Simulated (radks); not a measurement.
# Mo²⁶⁺ in [Ne] 3s2 3p4: an all-electron calculation

What are the levels of the molybdenum ion Mo26+, how large are its shells, and how does its energy divide?

The numbers are computed with radks (a radial shooting solver on a logarithmic mesh, Libxc functionals) version 1 (Dirac Kohn-Sham, RPBE, spin-unpolarised, spherical densities, point nucleus; open shells fill j = l - 1/2 first), except any that are marked as measured or tabulated.

## (1) The system

| Quantity | Value |
| --- | --- |
| element | molybdenum (Z = 42) |
| charge | +26 |
| electrons | 16 |
| configuration | [Ne] 3s2 3p4 |

In the logs a row gives level, spin channel, occupation and eigenvalue; Etot, Ekin, Encl (electron-nucleus), Eh (Hartree) and Exc are energies, all in hartree; err is the last residual, it the number of iterations.

## (2) Self-consistent calculation

Input:

```text
Z 42
configuration [Ne] 3s2 3p4
relativity Dirac
functional rpbe,pbe
spin unpolarised
j_filling energy
nucleus point
c 137.035999084
```

Command:

```
$ python run_ks.py task.json out
```

All runs below come from this command, one after another.

Output:

```text
1s1/2   1   2.0000        -773.16654386
2s1/2   1   2.0000        -146.57771806
2p1/2   1   2.0000        -138.73322674
2p3/2   1   4.0000        -134.74018581
3s1/2   1   2.0000         -53.57050710
3p1/2   1   2.0000         -50.78329767
3p3/2   1   2.0000         -49.87382060
Etot -3591.2576553096965
Ekin 3741.9156807209506
Encl -7900.089698772626
Eh 651.5444310192487
Exc -84.62806827726973
err 8.811030209465333e-10
it 13
```

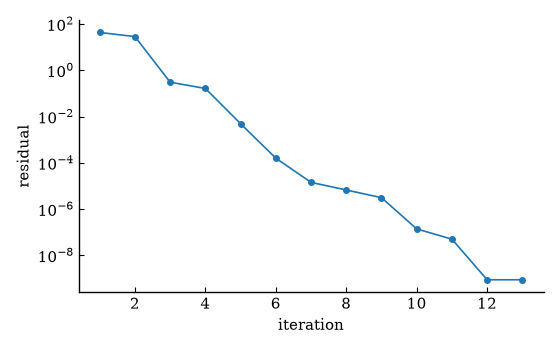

Residual of the self-consistent cycle.

## (3) Shells

Sizes of the orbitals, from the radial functions (bohr):

```
level  occupation  energy (eV)      <r>  outermost maximum (interpolated)  90 % within  nodes
1s1/2           2       -21039  0.03516                            0.0229       0.0630      0
2s1/2           2      -3988.6   0.1516                             0.129        0.234      1
2p1/2           2      -3775.1   0.1292                             0.100        0.211      0
2p3/2           4      -3666.5   0.1336                             0.104        0.217      0
3s1/2           2      -1457.7   0.3797                             0.357        0.552      2
3p1/2           2      -1381.9   0.3653                             0.340        0.542      1
3p3/2           2      -1357.1   0.3723                             0.347        0.551      1
```

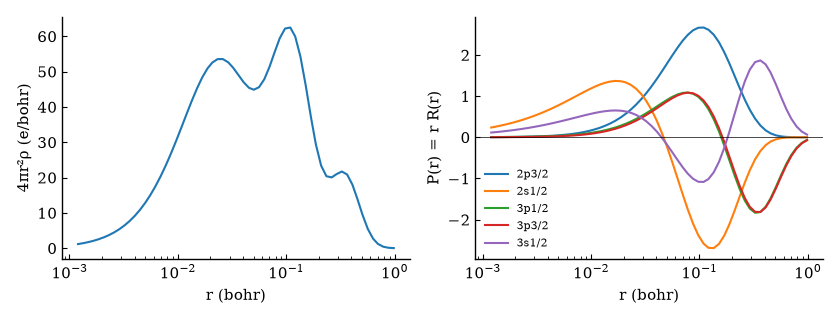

Left: shells in the radial density. Right: radial functions of the outer levels.

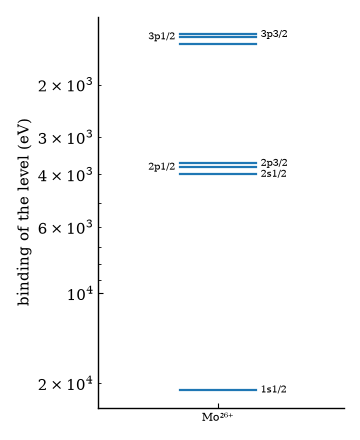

Level scheme on a logarithmic scale; filled levels blue, empty ones red.

Slater integrals of the outer shells (eV):

```csv
integral,shells,value
F0,"3p3/2, 3p3/2",65.701
F2,"3p3/2, 3p3/2",33.125
F0,"3p3/2, 3p1/2",66.323
F2,"3p3/2, 3p1/2",33.381
G0,"3p3/2, 3p1/2",65.914
G2,"3p3/2, 3p1/2",33.283
F0,"3p3/2, 3s1/2",64.916
G1,"3p3/2, 3s1/2",42.253
F0,"3p3/2, 2p3/2",87.075
F2,"3p3/2, 2p3/2",21.776
```

X-ray form factor f at sin θ/λ (1/Å): 0.05: 15.98, 0.15: 15.81, 0.25: 15.49, 0.4: 14.75, 0.6: 13.42, 1: 10.43, 1.5: 7.62.

## (4) Summary of results

| quantity | value |
| --- | --- |
| total energy | -3591.25766 hartree |
| exchange-correlation share of it | 2.36 % |
| −T/E | 1.0420 |
| highest occupied level | 3p3/2, -1357.1 eV |
| most extended occupied level | 3s1/2, <r> = 0.380 bohr |
| radius at density 0.001 e/bohr³ | 1.03 bohr |
| maxima of the radial density | 3 |
| ionisation energy, NIST | 1385 (semi-emp.) eV |

What this shows: The radial density shows 3 maxima for 3 occupied principal shells. −T/E is 1.042: with relativity the kinetic term as defined here no longer equals −E. The top level binds by 1357.1 eV, 98 % of the NIST ionisation energy of 1385 eV. Spin polarisation and multiplet splitting are left out.
